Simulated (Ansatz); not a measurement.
CH2OZn

The calculation's input:

```
crystal:
  periodic: [false, false, false]
  atoms:
    - {symbol: O, position_ang: [-0.455751, -1.329784, 1.059828]}
    - {symbol: C, position_ang: [-0.612406, -0.611234, 0.100520]}
    - {symbol: Zn, position_ang: [0.738672, 0.830635, -0.226517]}
    - {symbol: H, position_ang: [-1.505505, -0.795531, -0.549079]}
    - {symbol: H, position_ang: [1.834989, 1.905915, -0.384752]}
basis:
  gaussian: {orbitals: def2-TZVPP}
hamiltonian: {xc: pbe0, dispersion: d4}
output: {orbitals: {seedname: orbitals}}
```

Run with:

```sh
ansatz run in.yaml --threads 2 --pin off --events-out ev --progress --plain --max-ram 4352MiB
```

Geometry: PBE0-D4/def2-TZVP.

These are results of RKS PBE0-D4/def2-TZVPP (Ansatz), not measurements.

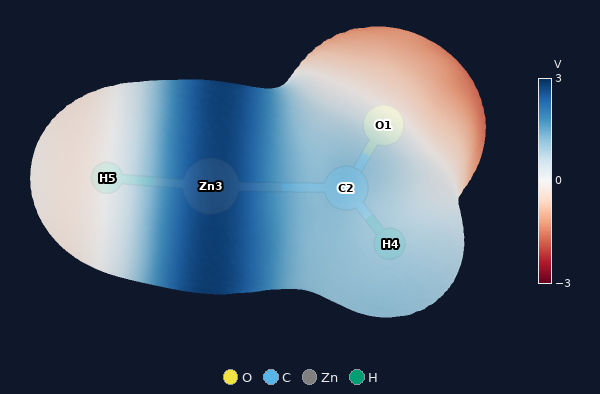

Figure 1. The electrostatic potential painted on the density surface at 0.004 e/bohr³, seen at a tilt; red is negative and blue positive.

Where is the surface potential most negative and most positive?

Answer. The most negative region (about −1.7 V) lies over O1, the most positive (about +2.8 V) over Zn3. O1 is the likeliest acceptor of a hydrogen bond.

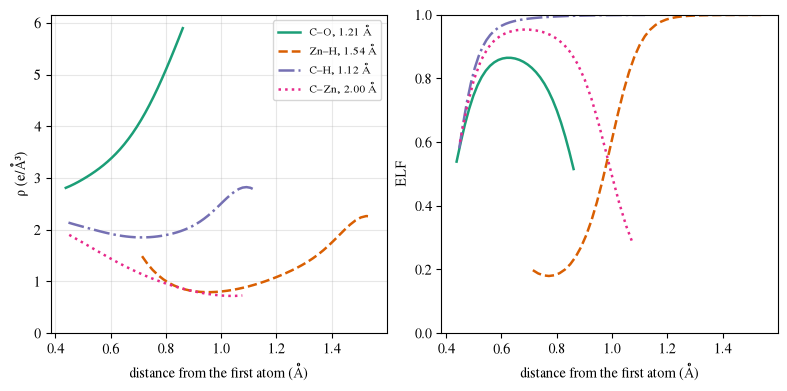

Figure 2. Electron density and electron localisation function along straight lines between neighbouring atoms. The curves leave out the atomic cores.

Compare the contacts.

Answer. C–O (1.21 Å): the density is about 3.4 e/Å³ at the midpoint; the ELF peaks at about 0.85 between the atoms; a multiple bond.
Zn–H (1.54 Å): ρ at the midpoint is about 1.1 e/Å³; the ELF climbs to about 1 towards the hydrogen.
C–H (1.12 Å): ρ at the midpoint is about 2 e/Å³; the ELF climbs to about 1 towards the hydrogen (a covalent bond by its length).
C–Zn (2.00 Å): ρ at the midpoint is about 0.73 e/Å³; the ELF peaks at about 0.95 in the valence shell of C, 0.7 Å from its nucleus, and is about 0.50 at the midpoint.

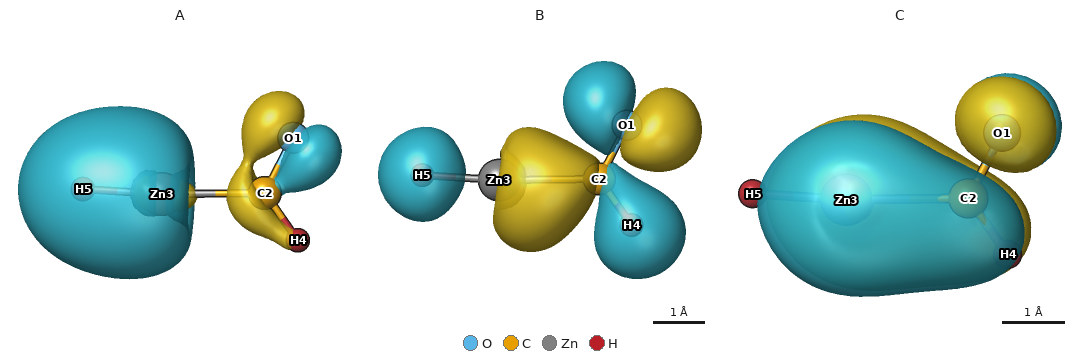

Figure 3. Three frontier orbitals at ±0.08 Å⁻³ᐟ² (yellow and cyan are the two phases), in no order.

Order the three orbitals by energy and name them.

Answer. A is the HOMO−1 (−9.25 eV). By Hirshfeld shares it lies mainly on Zn3 (about 50 %), H5 (about 45 %) and O1 (about 5 %). B is the HOMO (−6.32 eV). Its weight (Hirshfeld) is mainly on O1 (about 45 %), C2 (about 25 %), Zn3 (about 15 %), H4 (about 10 %) and H5 (about 5 %); it is symmetric in the molecular plane (an in-plane orbital: σ, lone-pair or in-plane π type). C is the LUMO (−1.77 eV). By Hirshfeld shares it lies mainly on Zn3 (about 45 %), C2 (about 30 %) and O1 (about 20 %).

What is the HOMO–LUMO gap?

Answer. 4.55 eV between the orbital energies.
